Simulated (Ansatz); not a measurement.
The calculation's input:

```
crystal:
  periodic: [false, false, false]
  atoms:
    - {symbol: F, position_ang: [-1.072360, -0.390013, 1.451345]}
    - {symbol: Si, position_ang: [0.527117, -0.464788, 1.403089]}
    - {symbol: C, position_ang: [-0.601424, 0.578211, -1.755131]}
    - {symbol: H, position_ang: [0.993734, -0.906173, 2.739937]}
    - {symbol: H, position_ang: [1.057831, 0.882515, 1.092610]}
    - {symbol: H, position_ang: [0.927176, -1.446946, 0.369420]}
    - {symbol: H, position_ang: [-0.130511, 1.548177, -1.822790]}
    - {symbol: H, position_ang: [-0.244727, -0.236955, -2.367880]}
    - {symbol: H, position_ang: [-1.456635, 0.436073, -1.110498]}
basis:
  gaussian: {orbitals: def2-TZVPP}
magnetization: {spin_polarized: true, initial_magnetization: 1}
hamiltonian: {xc: pbe0, dispersion: d4}
output: {orbitals: {seedname: orbitals}}
```

Run with:

```sh
ansatz run in.yaml --threads 4 --pin off --events-out ev --progress --plain --max-ram 9574MiB
```

The reactant side of a reaction path; geometry: PBE0-D4/def2-TZVP.

Level of theory: Ansatz 0.2.0, UKS PBE0-D4/def2-TZVPP.

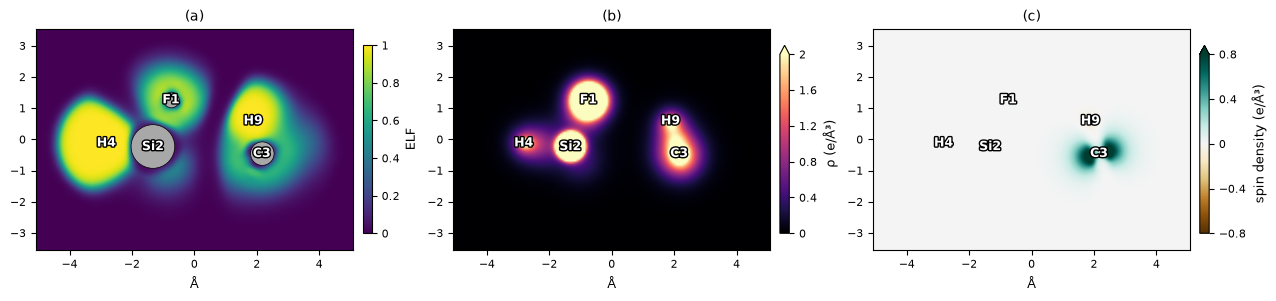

FH₃Si···CH₃ (doublet). (a) ELF; (b) total electron density; (c) spin density on the plane of atoms F1, Si2 and H4. Grey discs cover the atomic cores in the ELF map.

What does the map show?

- The plane passes through F, Si, C and H nuclei.
- C3···Si2 (3.51 Å): the density falls to about 0.04 e/Å³ on the way; the ELF dips to about 0 between them: a non-bonded, intermolecular contact.
- Si–F (1.60 Å): the density is about 1.2 e/Å³ at the midpoint; the ELF peaks at about 0.85 in the valence shell of F, 0.6 Å from its nucleus, and is about 0.55 at the midpoint.
- C–H (1.08 Å): ρ at the midpoint is about 2.1 e/Å³; the ELF climbs to about 1 towards the hydrogen, as it does in any bond to H (a covalent bond by its length).
- Si–H (1.48 Å): ρ at the midpoint is about 0.84 e/Å³; the ELF climbs to about 1 towards the hydrogen.
- The ELF also peaks beside F1, away from the bonds: non-bonding electrons, paired or unpaired.
- The unpaired spin (1 electron) lies mostly on C3 (about 0.8), in electrons by Hirshfeld's partition.
